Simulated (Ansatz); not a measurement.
**Al$_{2}$ClH$_{3}$ (SMILES [AlH2][AlH][Cl]): density, localisation and related maps**

```csv
atom,x (Å),y (Å),z (Å)
Al,-0.8936,0.2552,-0.9884
Al,0.8594,-0.4409,0.8036
Cl,1.3065,0.9761,2.3072
H,-1.2799,-0.7226,-2.1843
H,-1.6131,1.6715,-0.9234
H,1.6627,-1.8034,0.9392
```

Geometry: PBE0-D4/def2-TZVP.

Theory: Ansatz 0.2.0, RKS PBE0-D4/def2-TZVPP.

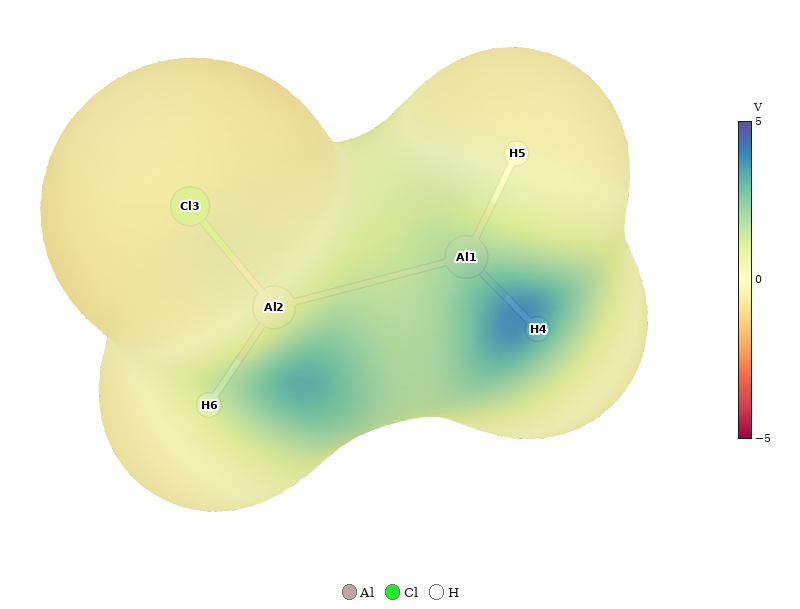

Figure 1. The molecular electrostatic potential painted on the density surface at 0.002 e/bohr³, seen at a tilt; the colour scale runs from red (negative) to blue (positive).

Q: Where is the surface potential most negative and most positive?

A: The most negative region (about −0.7 V) lies over Cl3, the most positive (about +3.9 V) over Al1.

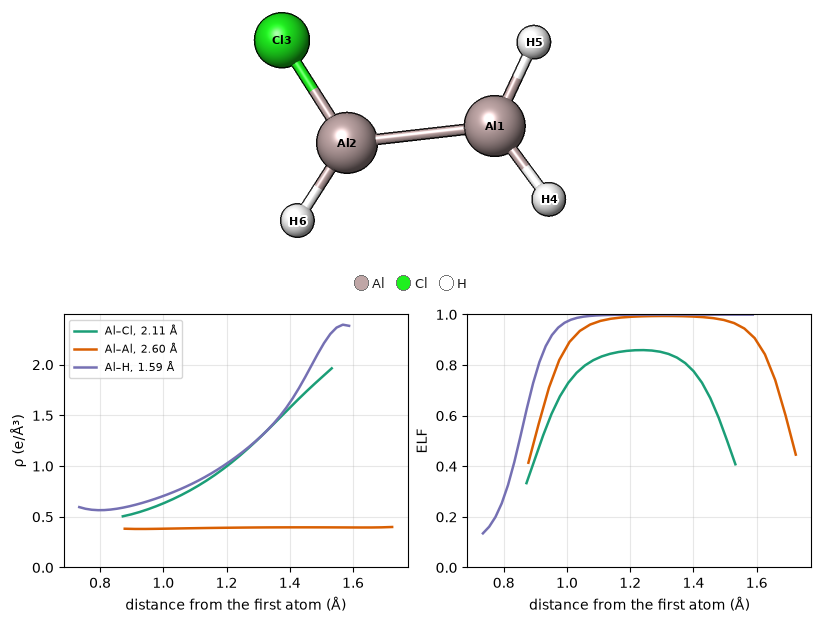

Figure 2. Electron density and ELF along straight lines between neighbouring atoms. The curves leave out the atomic cores. The structure is drawn too.

Q: Compare the contacts.

A: Al–Cl (2.11 Å): ρ at the midpoint is about 0.71 e/Å³; the ELF peaks at about 0.85 in the valence shell of Cl, 0.9 Å from its nucleus, and is about 0.80 at the midpoint.
Al–Al (2.60 Å): ρ is about 0.39 e/Å³ halfway; the ELF peaks at about 1 between the atoms; a shared electron pair.
Al–H (1.59 Å): ρ is about 0.57 e/Å³ halfway; the ELF climbs to about 1 towards the hydrogen.

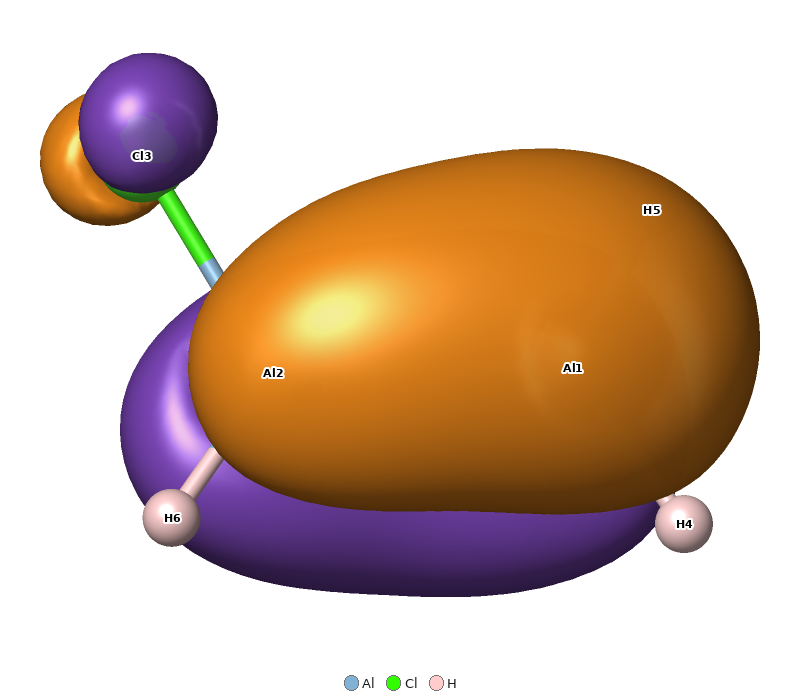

Figure 3. One frontier orbital at ±0.08 Å⁻³ᐟ² (orange and purple are the two phases), seen at a tilt.

Q: Which orbital is it: HOMO or LUMO?

A: The LUMO, at −2.96 eV. Its weight (Hirshfeld) is mainly on Al1 (about 50 %) and Al2 (about 40 %); it changes sign across the molecular plane (π type); π-bonding across Al1–Al2.
